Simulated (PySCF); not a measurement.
**Te: excitation energy in aug-cc-pwCVTZ-DK3**

Each state of tellurium is computed at each level; their differences give the excitation energy. How far do the methods differ?

Method: unrestricted determinants in a Gaussian basis, no spin-orbit coupling in the energies. Code: PySCF 2.14.0.

## (1) The atom as given

```
Element                                   : tellurium (Z = 52)
Basis                                     : aug-cc-pwCVTZ-DK3 (10s9p7d4f1g, 109 functions)
Hamiltonian                               : scalar relativity by spin-free X2C-1e
State 1                                   : Te: [Kr] 4d10 5s2 5p3 6s1, high-spin 5S determinant (an excited configuration)
Needed too, but not shown                 : Te [Kr] 4d10 5s2 5p4 (3P)
Methods                                   : UHF, LDA, PBE, PBE0, r2SCAN, HSE06, B2PLYP, BLYP, MP2
Core shells frozen in the correlated runs : valence: [Kr] 4d10; valence and next inner shell: [Ar] 3d10 (for Te)
```

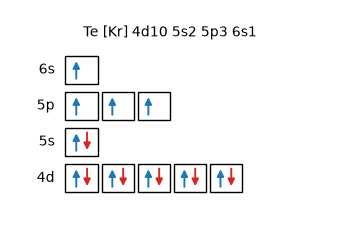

Occupation of the outer shells (arrows by Hund's rule).

One driver process ran all states and methods and kept the integrals in memory. Each run is shown as a PySCF script that sums up its settings (the driver passes frozen orbitals as a list and adds second-order terms of double hybrids); the logs are those of the runs themselves. The driver starts from symmetry-adapted Hartree-Fock orbitals, holds the occupation by maximum overlap and uses a logarithmic radial grid for functionals, so a plain start would take other cycles.

The integrals over 109 functions and the set-up took 7.1 s of CPU time.

## (2) Te [Kr] 4d10 5s2 5p3 6s1: the ladder of methods

UHF:

The input, input.py:

```python
from pyscf import gto, scf, dft, mp, cc
import basis_set_exchange as bse
mol = gto.M(atom="Te 0 0 0", charge=0, spin=4, symmetry="D2h",
            basis=gto.basis.parse(bse.get_basis("aug-cc-pwCVTZ-DK3", elements=["Te"], fmt="nwchem")),
            nucmod="G")
mf = scf.UHF(mol).sfx2c1e()
mf.irrep_nelec = {'Ag': (10, 9), 'B1g': (2, 2), 'B2g': (2, 2), 'B3g': (2, 2), 'B1u': (4, 3), 'B2u': (4, 3), 'B3u': (4, 3)}
mf.kernel()
```

Log:

```text
damping factor = 0
level_shift factor = 0
DIIS = <class 'pyscf.scf.diis.CDIIS'>
diis_start_cycle = 1
diis_space = 10
diis_damp = 0
SCF conv_tol = 1e-09
SCF conv_tol_grad = None
number electrons alpha = 28  beta = 24
cycle= 1 E= -6790.45291143777  delta_E= -8.33e-10  |g|= 8.29e-06  |ddm|= 0.00176
converged SCF energy = -6790.45291143777  <S^2> = 6.0018475  2S+1 = 5.0007389
```

It used 1.6 s of CPU time after the integrals (shared host).

Orbital energies by shell (radii are means over both spins):

```csv
shell,electrons,mean orbital energy (eV),spread (eV),rms radius (bohr)
1s α,1,-31972.2,0,0.0319
1s β,1,-31972.0,0,0.0319
2s α,1,-5003.9,0,0.130
2s β,1,-5003.8,0,0.130
2p α,3,-4488.8,0,0.116
2p β,3,-4488.6,0,0.116
3s α,1,-1040.8,0,0.343
3s β,1,-1040.6,0,0.343
3p α,3,-868.78,0,0.343
3p β,3,-868.48,0,0.343
3d α,5,-607.60,0,0.322
3d β,5,-607.49,0,0.322
4s α,1,-197.53,0,0.814
4s β,1,-196.97,0,0.814
4p α,3,-141.58,0,0.878
4p β,3,-140.98,0,0.878
4d α,5,-57.190,0,1.05
4d β,5,-56.739,0,1.05
5s α,1,-26.834,0,2.21
5s β,1,-19.586,0,2.21
5p α,3,-13.888,0,2.69
6s α,1,-3.015,0,5.91
```

⟨S²⟩ = 6.002, ⟨L²⟩ = 0.00.

Spin-orbit constants on these orbitals (cm⁻¹; bare nucleus, screened nucleus, mean field): 5p 4392, 4223, n/a.

LDA:

Changes to input.py:

```diff
@@ -5,3 +5,3 @@
             nucmod="G")
-mf = scf.UHF(mol).sfx2c1e()
+mf = dft.UKS(mol, xc="LDA,VWN").sfx2c1e()
 mf.irrep_nelec = {'Ag': (10, 9), 'B1g': (2, 2), 'B2g': (2, 2), 'B3g': (2, 2), 'B1u': (4, 3), 'B2u': (4, 3), 'B3u': (4, 3)}
```

Log:

```text
damping factor = 0
level_shift factor = 0
DIIS = <class 'pyscf.scf.diis.CDIIS'>
diis_start_cycle = 1
diis_space = 10
diis_damp = 0
SCF conv_tol = 1e-09
SCF conv_tol_grad = None
number electrons alpha = 28  beta = 24
XC functionals = LDA,VWN
    P. A. M. Dirac.,  Math. Proc. Cambridge Philos. Soc. 26, 376 (1930)
    F. Bloch.,  Z. Phys. 57, 545 (1929)
    S. H. Vosko, L. Wilk, and M. Nusair.,  Can. J. Phys. 58, 1200 (1980)
cycle= 1 E= -6786.94211442084  delta_E= -0.0309  |g|= 0.0849  |ddm|= 2.52
cycle= 2 E= -6786.94241119278  delta_E= -0.000297  |g|= 0.0201  |ddm|= 0.194
cycle= 3 E= -6786.9424557983  delta_E= -4.46e-05  |g|= 0.00274  |ddm|= 0.15
cycle= 4 E= -6786.94245798896  delta_E= -2.19e-06  |g|= 0.00185  |ddm|= 0.0183
cycle= 5 E= -6786.94245835696  delta_E= -3.68e-07  |g|= 3.82e-05  |ddm|= 0.00439
cycle= 6 E= -6786.94245835811  delta_E= -1.15e-09  |g|= 2.72e-06  |ddm|= 0.0015
cycle= 7 E= -6786.94245835811  delta_E= -6.37e-12  |g|= 1.12e-07  |ddm|= 8.55e-05
converged SCF energy = -6786.94245835811  <S^2> = 6.0005167  2S+1 = 5.0002067
```

CPU time 1.2 s on a shared host, the integrals not counted.

PBE:

Changes to input.py:

```diff
@@ -5,3 +5,3 @@
             nucmod="G")
-mf = dft.UKS(mol, xc="LDA,VWN").sfx2c1e()
+mf = dft.UKS(mol, xc="PBE").sfx2c1e()
 mf.irrep_nelec = {'Ag': (10, 9), 'B1g': (2, 2), 'B2g': (2, 2), 'B3g': (2, 2), 'B1u': (4, 3), 'B2u': (4, 3), 'B3u': (4, 3)}
```

Log:

```text
damping factor = 0
level_shift factor = 0
DIIS = <class 'pyscf.scf.diis.CDIIS'>
diis_start_cycle = 1
diis_space = 10
diis_damp = 0
SCF conv_tol = 1e-09
SCF conv_tol_grad = None
number electrons alpha = 28  beta = 24
XC functionals = PBE
    J. P. Perdew, K. Burke, and M. Ernzerhof.,  Phys. Rev. Lett. 77, 3865 (1996)
    J. P. Perdew, K. Burke, and M. Ernzerhof.,  Phys. Rev. Lett. 78, 1396 (1997)
    J. P. Perdew, K. Burke, and M. Ernzerhof.,  Phys. Rev. Lett. 77, 3865 (1996)
    J. P. Perdew, K. Burke, and M. Ernzerhof.,  Phys. Rev. Lett. 78, 1396 (1997)
cycle= 1 E= -6792.87611102933  delta_E= -0.0176  |g|= 0.0563  |ddm|= 1.43
cycle= 2 E= -6792.87627249947  delta_E= -0.000161  |g|= 0.0162  |ddm|= 0.142
cycle= 3 E= -6792.87631691628  delta_E= -4.44e-05  |g|= 0.013  |ddm|= 0.175
cycle= 4 E= -6792.8763376304  delta_E= -2.07e-05  |g|= 0.000454  |ddm|= 0.0178
cycle= 5 E= -6792.87633773571  delta_E= -1.05e-07  |g|= 5.12e-05  |ddm|= 0.00857
cycle= 6 E= -6792.87633773843  delta_E= -2.72e-09  |g|= 5.59e-06  |ddm|= 0.00514
cycle= 7 E= -6792.87633773846  delta_E= -2.91e-11  |g|= 1.96e-07  |ddm|= 0.000333
converged SCF energy = -6792.87633773846  <S^2> = 6.0007621  2S+1 = 5.0003048
```

It used 1.9 s of CPU time after the integrals (shared host).

PBE0:

Changes to input.py:

```diff
@@ -5,3 +5,3 @@
             nucmod="G")
-mf = dft.UKS(mol, xc="PBE").sfx2c1e()
+mf = dft.UKS(mol, xc="PBE0").sfx2c1e()
 mf.irrep_nelec = {'Ag': (10, 9), 'B1g': (2, 2), 'B2g': (2, 2), 'B3g': (2, 2), 'B1u': (4, 3), 'B2u': (4, 3), 'B3u': (4, 3)}
```

Log:

```text
damping factor = 0
level_shift factor = 0
DIIS = <class 'pyscf.scf.diis.CDIIS'>
diis_start_cycle = 1
diis_space = 10
diis_damp = 0
SCF conv_tol = 1e-09
SCF conv_tol_grad = None
number electrons alpha = 28  beta = 24
XC functionals = PBE0
    C. Adamo and V. Barone.,  J. Chem. Phys. 110, 6158 (1999)
    M. Ernzerhof and G. E. Scuseria.,  J. Chem. Phys. 110, 5029 (1999)
cycle= 1 E= -6792.94981489865  delta_E= -0.0098  |g|= 0.0362  |ddm|= 0.942
cycle= 2 E= -6792.94991049091  delta_E= -9.56e-05  |g|= 0.0159  |ddm|= 0.102
cycle= 3 E= -6792.94994502095  delta_E= -3.45e-05  |g|= 0.00876  |ddm|= 0.0957
cycle= 4 E= -6792.949951913  delta_E= -6.89e-06  |g|= 0.000176  |ddm|= 0.0161
cycle= 5 E= -6792.9499519795  delta_E= -6.65e-08  |g|= 4.45e-05  |ddm|= 0.0211
cycle= 6 E= -6792.94995198315  delta_E= -3.64e-09  |g|= 8.34e-06  |ddm|= 0.00592
cycle= 7 E= -6792.94995198322  delta_E= -7.73e-11  |g|= 3.2e-07  |ddm|= 0.000908
converged SCF energy = -6792.94995198322  <S^2> = 6.0008979  2S+1 = 5.0003592
```

It used 2.8 s of CPU time after the integrals (shared host).

r2SCAN:

Changes to input.py:

```diff
@@ -5,3 +5,3 @@
             nucmod="G")
-mf = dft.UKS(mol, xc="PBE0").sfx2c1e()
+mf = dft.UKS(mol, xc="R2SCAN").sfx2c1e()
 mf.irrep_nelec = {'Ag': (10, 9), 'B1g': (2, 2), 'B2g': (2, 2), 'B3g': (2, 2), 'B1u': (4, 3), 'B2u': (4, 3), 'B3u': (4, 3)}
```

Log:

```text
damping factor = 0
level_shift factor = 0
DIIS = <class 'pyscf.scf.diis.CDIIS'>
diis_start_cycle = 1
diis_space = 10
diis_damp = 0
SCF conv_tol = 1e-09
SCF conv_tol_grad = None
number electrons alpha = 28  beta = 24
XC functionals = R2SCAN
    J. W. Furness, A. D. Kaplan, J. Ning, J. P. Perdew, and J. Sun.,  J. Phys. Chem. Lett. 11, 8208-8215 (2020)
    J. W. Furness, A. D. Kaplan, J. Ning, J. P. Perdew, and J. Sun.,  J. Phys. Chem. Lett. 11, 9248-9248 (2020)
    J. W. Furness, A. D. Kaplan, J. Ning, J. P. Perdew, and J. Sun.,  J. Phys. Chem. Lett. 11, 8208-8215 (2020)
    J. W. Furness, A. D. Kaplan, J. Ning, J. P. Perdew, and J. Sun.,  J. Phys. Chem. Lett. 11, 9248-9248 (2020)
cycle= 1 E= -6793.29474250803  delta_E= -0.00944  |g|= 0.0408  |ddm|= 0.597
cycle= 2 E= -6793.29483187164  delta_E= -8.94e-05  |g|= 0.00859  |ddm|= 0.106
cycle= 3 E= -6793.29484252587  delta_E= -1.07e-05  |g|= 0.00411  |ddm|= 0.0853
cycle= 4 E= -6793.29484489248  delta_E= -2.37e-06  |g|= 0.000263  |ddm|= 0.00551
cycle= 5 E= -6793.29484493895  delta_E= -4.65e-08  |g|= 6.04e-05  |ddm|= 0.00912
cycle= 6 E= -6793.29484494212  delta_E= -3.17e-09  |g|= 9.71e-06  |ddm|= 0.00294
cycle= 7 E= -6793.29484494221  delta_E= -9.64e-11  |g|= 8.16e-07  |ddm|= 0.000379
converged SCF energy = -6793.29484494221  <S^2> = 6.0012784  2S+1 = 5.0005113
```

It used 3.6 s of CPU time after the integrals (shared host).

HSE06:

Changes to input.py:

```diff
@@ -5,3 +5,3 @@
             nucmod="G")
-mf = dft.UKS(mol, xc="R2SCAN").sfx2c1e()
+mf = dft.UKS(mol, xc="HSE06").sfx2c1e()
 mf.irrep_nelec = {'Ag': (10, 9), 'B1g': (2, 2), 'B2g': (2, 2), 'B3g': (2, 2), 'B1u': (4, 3), 'B2u': (4, 3), 'B3u': (4, 3)}
```

Log:

```text
damping factor = 0
level_shift factor = 0
DIIS = <class 'pyscf.scf.diis.CDIIS'>
diis_start_cycle = 1
diis_space = 10
diis_damp = 0
SCF conv_tol = 1e-09
SCF conv_tol_grad = None
number electrons alpha = 28  beta = 24
XC functionals = HSE06
    J. Heyd, G. E. Scuseria, and M. Ernzerhof.,  J. Chem. Phys. 118, 8207 (2003)
    J. Heyd, G. E. Scuseria, and M. Ernzerhof.,  J. Chem. Phys. 124, 219906 (2006)
    A. V. Krukau, O. A. Vydrov, A. F. Izmaylov, and G. E. Scuseria.,  J. Chem. Phys. 125, 224106 (2006)
cycle= 1 E= -6792.87206586392  delta_E= -0.00938  |g|= 0.0375  |ddm|= 1.42
cycle= 2 E= -6792.8721653658  delta_E= -9.95e-05  |g|= 0.0112  |ddm|= 0.0994
cycle= 3 E= -6792.87218577105  delta_E= -2.04e-05  |g|= 0.00794  |ddm|= 0.114
cycle= 4 E= -6792.8721927003  delta_E= -6.93e-06  |g|= 0.000161  |ddm|= 0.00661
cycle= 5 E= -6792.87219273156  delta_E= -3.13e-08  |g|= 4.29e-05  |ddm|= 0.0116
cycle= 6 E= -6792.87219273282  delta_E= -1.26e-09  |g|= 3.94e-06  |ddm|= 0.00281
cycle= 7 E= -6792.87219273283  delta_E= -1.09e-11  |g|= 1.9e-07  |ddm|= 0.000282
converged SCF energy = -6792.87219273283  <S^2> = 6.0007656  2S+1 = 5.0003062
```

CPU time 13 s on a shared host, the integrals not counted.

B2PLYP:

Changes to input.py:

```diff
@@ -5,3 +5,3 @@
             nucmod="G")
-mf = dft.UKS(mol, xc="HSE06").sfx2c1e()
+mf = dft.UKS(mol, xc="0.53*HF + 0.47*B88, 0.73*LYP").sfx2c1e()
 mf.irrep_nelec = {'Ag': (10, 9), 'B1g': (2, 2), 'B2g': (2, 2), 'B3g': (2, 2), 'B1u': (4, 3), 'B2u': (4, 3), 'B3u': (4, 3)}
```

Log:

```text
damping factor = 0
level_shift factor = 0
DIIS = <class 'pyscf.scf.diis.CDIIS'>
diis_start_cycle = 1
diis_space = 10
diis_damp = 0
SCF conv_tol = 1e-09
SCF conv_tol_grad = None
number electrons alpha = 28  beta = 24
XC functionals = 0.53*HF + 0.47*B88, 0.73*LYP
    A. D. Becke.,  Phys. Rev. A 38, 3098 (1988)
    C. Lee, W. Yang, and R. G. Parr.,  Phys. Rev. B 37, 785 (1988)
    B. Miehlich, A. Savin, H. Stoll, and H. Preuss.,  Chem. Phys. Lett. 157, 200 (1989)
cycle= 1 E= -6792.56488289498  delta_E= -0.00489  |g|= 0.0194  |ddm|= 0.715
cycle= 2 E= -6792.56493413481  delta_E= -5.12e-05  |g|= 0.00649  |ddm|= 0.178
cycle= 3 E= -6792.56493989159  delta_E= -5.76e-06  |g|= 0.00363  |ddm|= 0.0676
cycle= 4 E= -6792.56494125182  delta_E= -1.36e-06  |g|= 0.00024  |ddm|= 0.0172
cycle= 5 E= -6792.56494132755  delta_E= -7.57e-08  |g|= 3.3e-05  |ddm|= 0.0188
cycle= 6 E= -6792.5649413308  delta_E= -3.25e-09  |g|= 4.96e-06  |ddm|= 0.00486
cycle= 7 E= -6792.56494133083  delta_E= -3.55e-11  |g|= 6.26e-07  |ddm|= 0.000437
converged SCF energy = -6792.56494133083  <S^2> = 6.0009056  2S+1 = 5.0003622
```

It used 3.6 s of CPU time after the integrals (shared host).

Script and log cover the SCF part. The PT2 part, added by the driver, -0.09496 hartree before scaling by 0.27, brings the total to -6792.590580 hartree.

BLYP:

Changes to input.py:

```diff
@@ -5,3 +5,3 @@
             nucmod="G")
-mf = dft.UKS(mol, xc="0.53*HF + 0.47*B88, 0.73*LYP").sfx2c1e()
+mf = dft.UKS(mol, xc="BLYP").sfx2c1e()
 mf.irrep_nelec = {'Ag': (10, 9), 'B1g': (2, 2), 'B2g': (2, 2), 'B3g': (2, 2), 'B1u': (4, 3), 'B2u': (4, 3), 'B3u': (4, 3)}
```

Log:

```text
damping factor = 0
level_shift factor = 0
DIIS = <class 'pyscf.scf.diis.CDIIS'>
diis_start_cycle = 1
diis_space = 10
diis_damp = 0
SCF conv_tol = 1e-09
SCF conv_tol_grad = None
number electrons alpha = 28  beta = 24
XC functionals = BLYP
    A. D. Becke.,  Phys. Rev. A 38, 3098 (1988)
    C. Lee, W. Yang, and R. G. Parr.,  Phys. Rev. B 37, 785 (1988)
    B. Miehlich, A. Savin, H. Stoll, and H. Preuss.,  Chem. Phys. Lett. 157, 200 (1989)
cycle= 1 E= -6793.52707654741  delta_E= -0.0211  |g|= 0.0545  |ddm|= 1.75
cycle= 2 E= -6793.52722665458  delta_E= -0.00015  |g|= 0.013  |ddm|= 0.138
cycle= 3 E= -6793.52725929327  delta_E= -3.26e-05  |g|= 0.00952  |ddm|= 0.152
cycle= 4 E= -6793.52727236213  delta_E= -1.31e-05  |g|= 0.000449  |ddm|= 0.0207
cycle= 5 E= -6793.52727246809  delta_E= -1.06e-07  |g|= 3.78e-05  |ddm|= 0.00219
cycle= 6 E= -6793.52727246908  delta_E= -9.93e-10  |g|= 3.25e-06  |ddm|= 0.00192
converged SCF energy = -6793.52727246908  <S^2> = 6.0004461  2S+1 = 5.0001784
```

It used 1.6 s of CPU time after the integrals (shared host).

MP2 (valence):

Changes to input.py:

```diff
@@ -5,4 +5,5 @@
             nucmod="G")
-mf = dft.UKS(mol, xc="BLYP").sfx2c1e()
+mf = scf.UHF(mol).sfx2c1e()
 mf.irrep_nelec = {'Ag': (10, 9), 'B1g': (2, 2), 'B2g': (2, 2), 'B3g': (2, 2), 'B1u': (4, 3), 'B2u': (4, 3), 'B3u': (4, 3)}
 mf.kernel()
+mp.UMP2(mf, frozen=23).kernel()
```

The driver printed no log here.

CPU time 0.65 s on a shared host, the integrals not counted.

With 6 electrons correlated, the MP2 correlation energy is -0.07772 hartree (-0.02515 same spin, -0.05257 opposite spin); the SCS form gives -0.07146. Largest pairs of shells: 5s-5p -0.0432, 5p-5p -0.0138, 5s-5s -0.0083, 5p-6s -0.0079, 5s-6s -0.0045.

## (3) Te [Kr] 4d10 5s2 5p3 6s1, continued

MP2 (valence and next inner shell):

input.py, as its differences from that of step 2:

```diff
@@ -8,2 +8,2 @@
 mf.kernel()
-mp.UMP2(mf, frozen=23).kernel()
+mp.UMP2(mf, frozen=14).kernel()
```

No log was kept for this step.

It used 1.2 s of CPU time after the integrals (shared host).

With 24 electrons correlated, the MP2 correlation energy is -0.79666 hartree (-0.28458 same spin, -0.51209 opposite spin); the SCS form gives -0.70936. Largest pairs of shells: 4d-4d -0.3416, 4p-4d -0.1282, 4d-5s -0.0705, 4d-5p -0.0675, 5s-5p -0.0432.

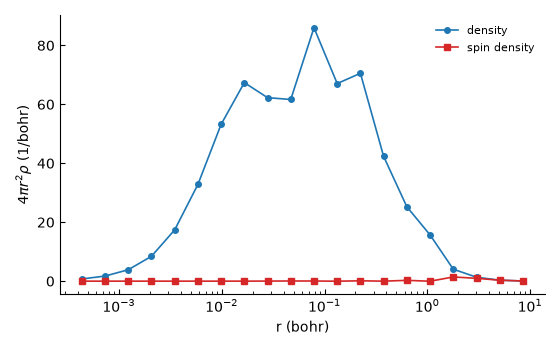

Radial density 4πr²ρ of Te at UHF, without picture-change correction, at 20 stored radii joined by straight lines.

## (4) Differences of total energies

Excitation energy: Te [Kr] 4d10 5s2 5p4 (3P) → Te [Kr] 4d10 5s2 5p3 6s1 (5S).

```csv
method,value (eV),error (eV)
UHF,4.763,-0.462
LDA,5.403,+0.177
PBE,5.261,+0.035
PBE0,5.343,+0.118
r2SCAN,5.496,+0.271
HSE06,5.369,+0.143
B2PLYP,5.422,+0.197
BLYP,5.428,+0.202
MP2 (valence),5.080,-0.146
SCS-MP2 (valence),5.270,+0.045
MP2 (valence and next inner shell),5.086,-0.139
SCS-MP2 (valence and next inner shell),5.254,+0.029
```

Reference: 5.226 eV (measured; NIST levels, between the centres of gravity of the two terms). Errors of the correlated levels include the incompleteness of this basis.

The differences also use runs on Te [Kr] 4d10 5s2 5p4 (3P), which are not shown here.

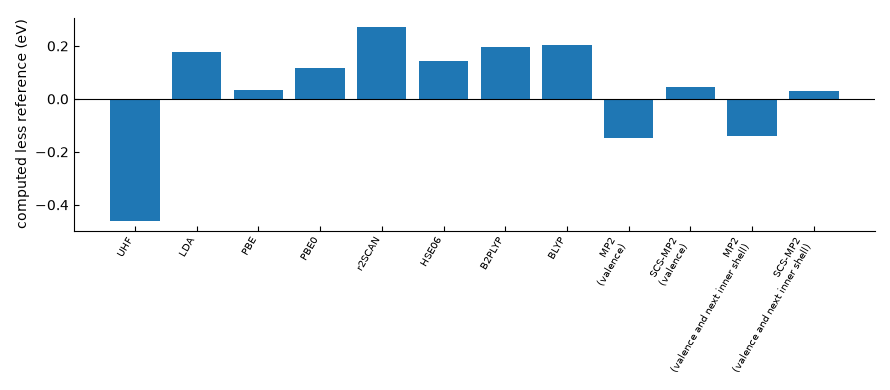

Computed less reference values by method.

## (5) What came out

```
                                     quantity                                                                    value
excitation energy, Te → [Kr] 4d10 5s2 5p3 6s1  UHF 4.763, MP2 (valence and next inner shell) 5.086 eV; reference 5.226
```

Each level's miss (mean over 1 difference):

```csv
method,mean absolute miss against the measured value (with the measured fine structure taken into account where it is known) (eV)
UHF,0.462
LDA,0.177
PBE,0.035
PBE0,0.118
r2SCAN,0.271
HSE06,0.143
B2PLYP,0.197
BLYP,0.202
MP2 (valence),0.146
SCS-MP2 (valence),0.045
MP2 (valence and next inner shell),0.139
SCS-MP2 (valence and next inner shell),0.029
```

In words: SCS-MP2 (valence and next inner shell) lands nearest to the measured value (off by 0.03 eV), level with PBE; UHF misses by most (0.46 eV). PBE is off by +0.04 eV. All values hold for this basis alone; no basis-set limit was taken.
